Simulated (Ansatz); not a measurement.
BeSe: response to strain

Base system: BeSe in the zinc blende structure (space group F-43m, No. 216; a = 5.1288 Å).

Strains are applied to the cell and any free atomic positions relax.

All numbers come from Ansatz (a quantum-chemistry and plane-wave program) PBEsol, no spin-orbit coupling, earlier PAW set.

Notes on the quantities. energy relative to the base: free energy F.

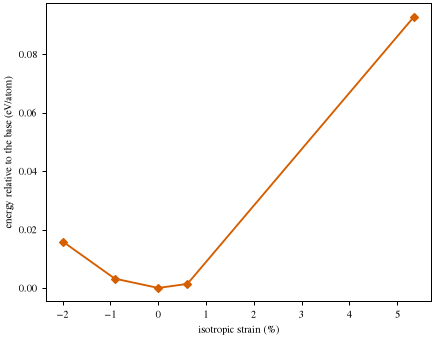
*Energy relative to the base against isotropic strain*

From the plot, what is the energy relative to the base for isotropic strain +5.35 %?

About 0.093 eV/atom.

Is the trend monotonic over the range shown?

No, it turns within the range, spanning 0 meV/atom to +93 meV/atom.

Stability against distortions was not tested.
